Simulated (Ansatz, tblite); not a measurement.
# Ge(CCH)2H2 (C4H4Ge): which spin state is lowest

Aim: set other spin states of Ge(CCH)2H2 (C4H4Ge) against its singlet, on many levels of theory.

Method: as each input shows; program: Ansatz 0.2.0, Gaussian basis.

Plan: triplet, at the geometry of the singlet (GFN1-xTB, GFN2-xTB, PBE0-D4/def2-TZVP, PBE-D4/def2-TZVP, r2SCAN-D4/def2-TZVP); the singlet's energies come from earlier runs.

### Step 1. The structure

The geometry is that of the singlet, from an earlier relaxation (PBE0-D4/def2-SVP).

9 atoms, charge 0, spin multiplicity 1.

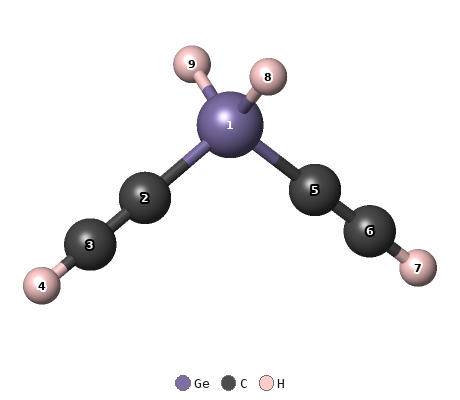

The geometry (germanium purple, carbon dark grey, hydrogen pink); atoms are numbered from 1 in the order of the file.

### Step 2. Triplet at the fixed geometry, GFN1-xTB

Tight binding, by tblite at 300 K electronic temperature and without a spin-polarisation term:

```python
tblite.interface.Calculator('GFN1-xTB', numbers, positions, charge=0, uhf=2).singlepoint()
```

Energy -324.2186 eV; 0.008 s.

### Step 3. Triplet at the fixed geometry, GFN2-xTB

Tight binding, by tblite at 300 K electronic temperature and without a spin-polarisation term:

```python
tblite.interface.Calculator('GFN2-xTB', numbers, positions, charge=0, uhf=2).singlepoint()
```

Energy -330.5129 eV; 0.008 s.

### Step 4. Triplet at the fixed geometry, PBE0-D4/def2-TZVP

in.yaml reads:

```yaml
crystal:
  periodic: [false, false, false]
  atoms:
    - {symbol: Ge, position_ang: [-0.820512, -0.031052, -0.561041]}
    - {symbol: C, position_ang: [-0.780651, -0.020646, 1.337780]}
    - {symbol: C, position_ang: [-0.758697, -0.017623, 2.553031]}
    - {symbol: H, position_ang: [-0.740126, -0.015047, 3.628613]}
    - {symbol: C, position_ang: [0.963008, 0.025804, -1.211431]}
    - {symbol: C, position_ang: [2.101588, 0.068351, -1.634693]}
    - {symbol: H, position_ang: [3.109539, 0.104854, -2.008766]}
    - {symbol: H, position_ang: [-1.578757, 1.204989, -1.058455]}
    - {symbol: H, position_ang: [-1.495383, -1.319629, -1.045047]}
basis:
  gaussian: {orbitals: def2-TZVP}
magnetization: {spin_polarized: true, initial_magnetization: 2}
hamiltonian: {xc: pbe0, dispersion: d4}
scf: {omitted_lower_state_checks: [starts]}
output: {orbitals: {seedname: orbitals}}
```

The run is started by

```
ansatz run in.yaml --threads 2 --pin off --events-out ev --progress --plain --max-ram 4352MiB
```

Output:

```text
Functional definition: PBE0
  name "PBE0"
  cite "Adamo & Barone, J. Chem. Phys. 110, 6158 (1999) doi:10.1063/1.478522"
  cite "Perdew, Burke & Ernzerhof, Phys. Rev. Lett. 77, 3865 (1996) doi:10.1103/PhysRevLett.77.3865"
  parent pbe
  parameter a = 0.25
  parameter kappa = 0.804
  parameter beta = 0.06672455060314922
  exchange = (1 - a)*pbe_x(kappa = kappa, mu = beta*pi^2/3) + a*exact_x
  correlation = pbe_c(beta = beta)
these checks for a lower state are left out or cut short: starts
1297 factors; their error is unknown
mean field evaluation 1: about -60694.6813 eV, gradient 5.3e1 eV
mean field evaluation 2: about -60647.5862 eV, gradient 1.0e2 eV
mean field evaluation 4: about -60708.1141 eV, gradient 1.8e1 eV
mean field evaluation 8: about -60709.9779 eV, gradient 4.4e-1 eV
mean field evaluation 16: about -60710.9218 eV, gradient 2.8e0 eV
mean field evaluation 32: about -60711.2996 eV, gradient 1.4e-3 eV
mean field -60711.29955112 eV, -2231.0991069067 hartree, gradient 7.6e-6 eV, S^2 2.008164; 0 other end points of the search recorded, 0 dependent functions left out
reference -60711.29958596 eV, -2231.0991081870 hartree; 31, 29 occupied and 165, 167 virtual orbitals, 1297 factors
Total energy: -60711.45818435 eV, -2231.1049365703 hartree
Checks for a lower state left out: starts
```

It took 38 s on 2 threads of Intel Xeon 6975P-C, shared host; peak memory 0.94 GiB.

From the report: HOMO -3.34 eV, LUMO -4.94 eV (over both spins; with the spin held, an empty level of the minority spin lies below the top filled one); ⟨S²⟩ 2.008 (pure: 2.00).

### Step 5. Triplet at the fixed geometry, PBE-D4/def2-TZVP

start.molden holds the orbitals of an earlier run on this state, given as this run's starting guess.

Edit in.yaml of step 4 so:

```diff
@@ -13,5 +13,5 @@
 basis:
-  gaussian: {orbitals: def2-TZVP}
+  gaussian: {orbitals: def2-TZVP, initial_orbitals: start.molden}
 magnetization: {spin_polarized: true, initial_magnetization: 2}
-hamiltonian: {xc: pbe0, dispersion: d4}
+hamiltonian: {xc: pbe, dispersion: d4}
 scf: {omitted_lower_state_checks: [starts]}
```

Same command.

Output:

```text
Functional definition: PBE
  name "PBE"
  cite "Perdew, Burke & Ernzerhof, Phys. Rev. Lett. 77, 3865 (1996) doi:10.1103/PhysRevLett.77.3865"
  parent pbe
  parameter kappa = 0.804
  parameter beta = 0.06672455060314922
  exchange = pbe_x(kappa = kappa, mu = beta*pi^2/3)
  correlation = pbe_c(beta = beta)
these checks for a lower state are left out or cut short: starts
1254 factors; their error is unknown
mean field evaluation 1: about -60709.3501 eV, gradient 7.7e0 eV
mean field evaluation 2: about -60709.4893 eV, gradient 2.3e-1 eV
mean field evaluation 4: about -60709.4632 eV, gradient 1.3e-1 eV
mean field evaluation 8: about -60709.4644 eV, gradient 5.3e-3 eV
mean field evaluation 16: about -60709.4634 eV, gradient 8.0e-4 eV
mean field evaluation 32: about -60709.4635 eV, gradient 8.3e-4 eV
mean field -60709.46345354 eV, -2231.0316315654 hartree, gradient 5.6e-6 eV, S^2 2.005924; 0 other end points of the search recorded, 0 dependent functions left out
reference -60709.46349966 eV, -2231.0316332602 hartree; 31, 29 occupied and 165, 167 virtual orbitals, 1254 factors
Total energy: -60709.64960036 eV, -2231.0384723346 hartree
Checks for a lower state left out: starts
```

Wall time 34 s (2 threads of Intel Xeon 6975P-C, shared host).

From the report: HOMO -2.22 eV, LUMO -6.38 eV (over both spins; with the spin held, an empty level of the minority spin lies below the top filled one); ⟨S²⟩ 2.006 (pure: 2.00).

### Step 6. Triplet at the fixed geometry, r2SCAN-D4/def2-TZVP

Edit in.yaml of step 5 so:

```diff
@@ -15,3 +15,3 @@
 magnetization: {spin_polarized: true, initial_magnetization: 2}
-hamiltonian: {xc: pbe, dispersion: d4}
+hamiltonian: {xc: r2scan, dispersion: d4}
 scf: {omitted_lower_state_checks: [starts]}
```

The command is unchanged.

Output:

```text
Functional definition: r2SCAN
  name "r2SCAN"
  cite "Furness, Kaplan, Ning, Perdew & Sun, J. Phys. Chem. Lett. 11, 8208 (2020) doi:10.1021/acs.jpclett.0c02405"
  cite "Furness, Kaplan, Ning, Perdew & Sun, J. Phys. Chem. Lett. 11, 9248 (2020) doi:10.1021/acs.jpclett.0c03077"
  parent r2scan
  parameter k0 = 0.174
  parameter k1 = 0.065
  parameter a1 = 4.9479
  exchange = r2scan_x(k0 = k0, k1 = k1, a1 = a1)
  correlation = r2scan_c
these checks for a lower state are left out or cut short: starts
1254 factors; their error is unknown
mean field evaluation 1: about -60721.0283 eV, gradient 5.0e0 eV
mean field evaluation 2: about -60721.0802 eV, gradient 8.1e-2 eV
mean field evaluation 4: about -60721.0543 eV, gradient 2.5e-3 eV
mean field evaluation 8: about -60721.0543 eV, gradient 1.6e-5 eV
mean field -60721.05428675 eV, -2231.4575868291 hartree, gradient 9.2e-6 eV, S^2 2.011611; 0 other end points of the search recorded, 0 dependent functions left out
reference -60721.05430164 eV, -2231.4575873763 hartree; 31, 29 occupied and 165, 167 virtual orbitals, 1254 factors
Total energy: -60721.10053034 eV, -2231.4592862497 hartree
Checks for a lower state left out: starts
```

It took 14 s on 2 threads of Intel Xeon 6975P-C, shared host; peak memory 0.57 GiB.

From the report: HOMO -2.53 eV, LUMO -5.70 eV (over both spins; with the spin held, an empty level of the minority spin lies below the top filled one); ⟨S²⟩ 2.012 (pure: 2.00).

### Step 7. Triplet less singlet, vertical

The singlet's energies are those of its earlier runs, whose logs aren't repeated here.

| level | triplet less singlet, vertical (kcal/mol) | time |
| --- | --- | --- |
| GFN1-xTB | +132.3 | 0.018 s |
| GFN2-xTB | +129.5 | 0.012 s |
| PBE-D4/def2-TZVP | +120.0 | 36 s |
| r2SCAN-D4/def2-TZVP | +115.1 | 17 s |
| PBE0-D4/def2-TZVP | +117.7 | 41 s |

Times add the two runs; a level without a time comes out of a correlated run. Tight binding without a spin term can't rank spin states.

### Step 8. Results

| quantity | value |
| --- | --- |
| triplet less singlet, vertical, functionals in def2-TZVP | +115.1 (r2SCAN-D4) to +120.0 kcal/mol (PBE-D4) |

What this shows: All functionals put the triplet above the singlet, over a spread of 4.9 kcal/mol. The checks for a lower triplet were left out, so another state of that spin may lie lower. These are electronic energies, without zero-point motion, entropy or surroundings.
